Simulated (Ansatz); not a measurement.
# SVWN5/def2-TZVPP run of H3NO (SMILES NO)

Aim: the vertical singlet–triplet gap of H3NO at SVWN5/def2-TZVPP, from 2 runs. 

The results are computed with Ansatz 0.2.0.

54 further runs of the same task are left out: 54 set aside as unsound or not needed.

**1. The molecule**

The species is H3NO (5 atoms), meant as a singlet with charge 0. SMILES: `NO`. Geometry: relaxed at PBE0-D4/def2-TZVP. This is one conformer, not always the lowest.

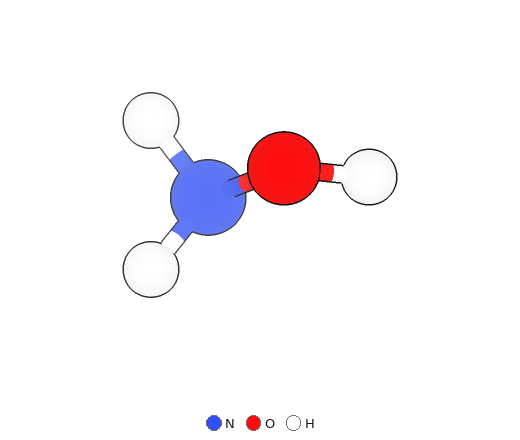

Viewed from a chosen angle; nitrogen blue, oxygen red, hydrogen white.

**2. The energy at SVWN5/def2-TZVPP**

Input file in.yaml:

```yaml
crystal:
  periodic: [false, false, false]
  atoms:
    - {symbol: N, position_ang: [-0.165120, -0.361290, -0.321170]}
    - {symbol: O, position_ang: [0.364460, 0.666040, 0.508060]}
    - {symbol: H, position_ang: [-0.162690, -1.190020, 0.266770]}
    - {symbol: H, position_ang: [-1.141650, -0.109840, -0.446210]}
    - {symbol: H, position_ang: [1.105010, 0.995100, -0.007440]}
basis:
  gaussian:
    orbitals: def2-TZVPP
magnetization:
  spin_polarized: false
  initial_magnetization: 0
hamiltonian:
  xc: {name: SVWN5}
accuracy: high
output: {orbitals: {seedname: orbitals}}
```

Run with:

```bash
$ ansatz run in.yaml --threads 1 --pin off --max-ram 3480MiB --events-out events.jsonl --progress --plain --runs-dir runs
```

Output:

```text
Warning: RAYON_NUM_THREADS=1 ignored (pool sized by the plan → 1); use --threads N
Functional definition: SVWN5
  name "SVWN5"
  exchange = slater_x
  correlation = vwn5_c
1821 factors; integrals over basis functions are off by at most 3.5e-9 eV
mean field evaluation 1: about -3552.5524 eV, gradient 5.8e1 eV
mean field evaluation 2: about -3540.0260 eV, gradient 9.8e1 eV
mean field evaluation 4: about -3558.6279 eV, gradient 5.4e0 eV
mean field evaluation 8: about -3558.6733 eV, gradient 1.7e-1 eV
mean field evaluation 16: about -3558.6734 eV, gradient 6.1e-6 eV
mean field -3558.67336521 eV, -130.7788340159 hartree, gradient 8.6e-8 eV, S^2 0.000000; 0 other end points of the search recorded, 0 dependent functions left out
reference -3558.67336782 eV, -130.7788341119 hartree; 9, 9 occupied and 95, 95 virtual orbitals, 1821 factors
Total energy: -3558.67336782 eV, -130.7788341119 hartree
```

Run time: 2.3 s. Hardware: 1 thread of Arm Neoverse V2, shared host; peak memory 0.21 GiB.

**3. The triplet**

Input file job.yaml:

```yaml
crystal:
  periodic: [false, false, false]
  atoms:
    - {symbol: N, position_ang: [-0.165120, -0.361290, -0.321170]}
    - {symbol: O, position_ang: [0.364460, 0.666040, 0.508060]}
    - {symbol: H, position_ang: [-0.162690, -1.190020, 0.266770]}
    - {symbol: H, position_ang: [-1.141650, -0.109840, -0.446210]}
    - {symbol: H, position_ang: [1.105010, 0.995100, -0.007440]}
basis:
  gaussian:
    orbitals: def2-TZVPP
output:
  orbitals: {seedname: orbitals}
magnetization:
  spin_polarized: true
  initial_magnetization: 2
total_charge: 0
accuracy: high
hamiltonian:
  xc: {name: SVWN5}
```

Run with:

```bash
$ ansatz run job.yaml --threads 1 --pin off --max-ram 3480MiB --events-out events.jsonl --progress --plain --runs-dir runs
```

Output:

```text
Warning: RAYON_NUM_THREADS=1 ignored (pool sized by the plan → 1); use --threads N
[... 4 set-up lines as earlier in the session ...]
1821 factors; integrals over basis functions are off by at most 3.5e-9 eV
mean field evaluation 1: about -3544.6212 eV, gradient 4.5e1 eV
mean field evaluation 2: about -3511.5889 eV, gradient 9.8e1 eV
mean field evaluation 4: about -3547.1802 eV, gradient 3.3e1 eV
mean field evaluation 8: about -3552.2343 eV, gradient 4.1e0 eV
mean field evaluation 16: about -3552.3187 eV, gradient 1.0e-1 eV
mean field evaluation 32: about -3552.3188 eV, gradient 6.6e-7 eV
mean field evaluation 64: about -3550.5954 eV, gradient 3.3e0 eV
mean field evaluation 96: about -3552.3003 eV, gradient 4.4e-1 eV
mean field -3552.31877825 eV, -130.5453072524 hartree, gradient 1.3e-8 eV, S^2 2.002021; 8 other end points of the search recorded, 0 dependent functions left out
reference -3552.31878073 eV, -130.5453073436 hartree; 10, 8 occupied and 94, 96 virtual orbitals, 1821 factors
Total energy: -3552.31878073 eV, -130.5453073436 hartree
```

Wall time 6.6 s (1 thread of Arm Neoverse V2, shared host); peak memory 0.26 GiB.

**4. What came out**

At SVWN5/def2-TZVPP:

| quantity | value |
| --- | --- |
| singlet: total energy | -130.77883 Eh |
| singlet: HOMO energy | -5.92 eV |
| singlet: LUMO energy | 0.27 eV |
| singlet: HOMO–LUMO gap | 6.18 eV |
| triplet: total energy | -130.54531 Eh |
| triplet: HOMO energy (highest over α and β) | -1.15 eV |
| triplet: ⟨S²⟩ | 2.002 |
| vertical energy of the triplet above the singlet | 6.355 eV |

What this shows: At this shape the triplet lies 6.35 eV (613 kJ/mol) above the singlet.
